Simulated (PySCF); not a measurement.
# C3H7FSi: electronic excitations and core binding energies

What electronic excitations and core binding energies should C3H7FSi (`F[SiH]1CCC1`) show?

The runs use PySCF 2.14.0, with density-fitted response routines of our own; the level of theory stands in each step. All values are computed, except where a source is named. Atoms are numbered from 0 throughout.

## (1) The starting structure

12 atoms, charge 0, multiplicity 1; geometry from: GFN2-xTB.

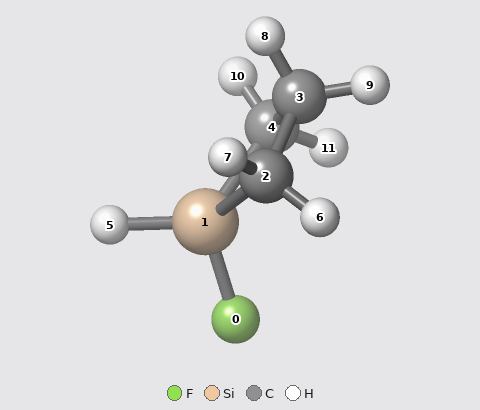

The starting geometry (fluorine green, silicon light orange, carbon grey, hydrogen white), atoms numbered.

## (2) Excited states and response: CAM-B3LYP/def2-SVPD

Job settings and geometry (Å):

```
{"job": {"kind": "uv", "xc": "CAM-B3LYP", "basis": "def2-SVPD", "nstates": 8, "ntriplets": 3}, "charge": 0, "multiplicity": 1}
F     -0.080954     1.771179    -1.939156
Si    -0.217104     1.266108    -0.407253
C     -1.110387    -0.399931    -0.174687
C      0.144533    -1.007689     0.493527
C      1.170395     0.111415     0.200691
H     -0.601217     2.462047     0.317923
H     -1.358614    -0.901438    -1.108659
H     -1.997361    -0.432019     0.452659
H     -0.004228    -1.130260     1.564918
H      0.428531    -1.973241     0.078758
H      1.749944     0.409548     1.070533
H      1.877659    -0.176404    -0.575281
```

Level: TDDFT CAM-B3LYP/def2-SVPD, vertical, gas phase, core orbitals frozen in the response.

Started as:

```console
$ OMP_NUM_THREADS=1 python probes_run.py task.json out
```

This one command runs all jobs of the session in turn.

**Question.** This job is followed by: delta-SCF UKS SCAN, pcX-2 on the ionised atom, pcseg-1 elsewhere, spin-free X2C. What will the session give for the following? lowest singlet (CAM-B3LYP/def2-SVPD); brightest single state of those computed; lowest triplet; C1s binding energies, SCAN/pcX-2; F1s binding energies, SCAN/pcX-2; Si1s binding energies, SCAN/pcX-2; Si2p binding energies, SCAN/pcX-2.

**Answer**, as computed:

| quantity | value |
| --- | --- |
| lowest singlet (CAM-B3LYP/def2-SVPD) | 7.14 eV (174 nm), f = 0.005 |
| brightest single state of those computed | state 4, 7.76 eV, f = 0.085 |
| lowest triplet | 6.76 eV |
| C1s binding energies, SCAN/pcX-2 | C3 290.67, C2 290.01 eV |
| F1s binding energies, SCAN/pcX-2 | F0 692.05 eV |
| Si1s binding energies, SCAN/pcX-2 | Si1 1847.40 eV |
| Si2p binding energies, SCAN/pcX-2 | Si1 107.73 eV |

In words: The lowest singlet, at 7.14 eV, is HOMO→LUMO 0.83 and is weak; of the 8 states computed, the strongest absorption comes from state 4 at 7.76 eV (the last state computed is bright too, and its partners may lie past the list). The lowest triplet lies 0.38 eV below the lowest singlet (triplets in Tamm-Dancoff, singlets in full TDDFT). C3 (sp3 CH2 in a ring) binds its C1s electron 0.66 eV more tightly than C2 (sp3 CH2 bonded to Si).
